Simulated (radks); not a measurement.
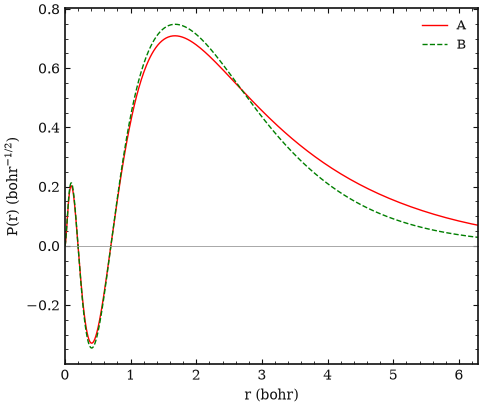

Br⁻ (Z = 35, 36 electrons) in [Kr] was computed in two surroundings: the Watson sphere of radius 2.21 bohr; the Watson sphere of radius 5.31 bohr. Method: scalar-relativistic Kohn-Sham, LB94 model potential, spin-polarised, spherical densities, finite nucleus; computed with the in-house radial solver radks.

The plot shows P(r) = r R(r) of the 4p up orbital in both runs (large components where relativistic).

Which curve belongs to which run?

Answer. A is the Watson sphere of radius 5.31 bohr (⟨r⟩ = 2.25 bohr, eigenvalue −10.7 eV); B is the Watson sphere of radius 2.21 bohr (⟨r⟩ = 2.07 bohr, eigenvalue −16.6 eV). The smaller sphere makes the deeper well for the outer electrons.
